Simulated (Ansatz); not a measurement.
Response to strain in CdSe

The reference is CdSe in the wurtzite structure (space group P6_3mc, No. 186; a = 4.248 Å, c = 6.941 Å). Axes: x lies along a and z along c of the hexagonal cell.

Strains are applied to the cell and any free atomic positions relax; under biaxial strain the out-of-plane vector relaxes too.

Level of theory: LDA/PAW in Ansatz (an electronic-structure program), scalar-relativistic without spin-orbit coupling.

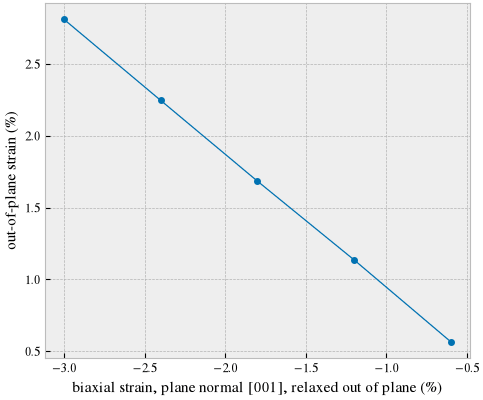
Out-of-plane strain against biaxial strain, plane normal [001], relaxed out of plane

### Question
From the plot, what is the out-of-plane strain for biaxial strain −2.40 %, plane normal [001], relaxed out of plane?

### Answer
About 2.2 %.

### Question
Is the trend monotonic over the range shown?

### Answer
Yes, it falls throughout, spanning +0.57 % to +2.81 %.

Stability against distortions was not tested.
